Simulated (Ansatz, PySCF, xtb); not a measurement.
CH4O (SMILES CO) and CH3Cl (SMILES CCl) are pulled apart as rigid monomers along the line of their centres of mass, from the B3LYP-D3(BJ)/def2-TZVP minimum. Starting geometry (charge 0, multiplicity 1):
```xyz
11

C     -0.52141    -0.45724    -0.31723
O      0.13506     0.73319     0.09353
H      0.16233    -1.15025    -0.81907
H     -1.29801    -0.16694    -1.02376
H     -0.99145    -0.97867     0.52416
H      0.79731     0.49673     0.75478
C     -0.55578     0.98151     3.33463
Cl     0.92293    -0.04131     3.20544
H     -0.31788     1.83207     3.96552
H     -0.82206     1.29803     2.33079
H     -1.34005     0.37789     3.78046
```

Interaction energies with rigid monomers; basis-set methods are counterpoise corrected unless marked otherwise.

Rows in 6-31G*, STO-3G carry no dispersion term and start afresh at each structure (6-31G* with six Cartesian d functions).

Run with Ansatz (Gaussian orbitals); PySCF for 6-31G* rows, STO-3G rows, the dispersion terms; xtb for the GFN methods. Each number belongs to the level named beside it.

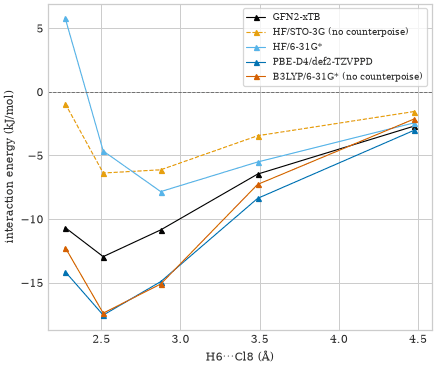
Figure. Interaction energy against separation

Q: Which level binds most strongly at H6···Cl8 = 2.51, and by how much?

A: PBE-D4/def2-TZVPPD, -18 kJ/mol.

Ansatz is a program for electronic structure.
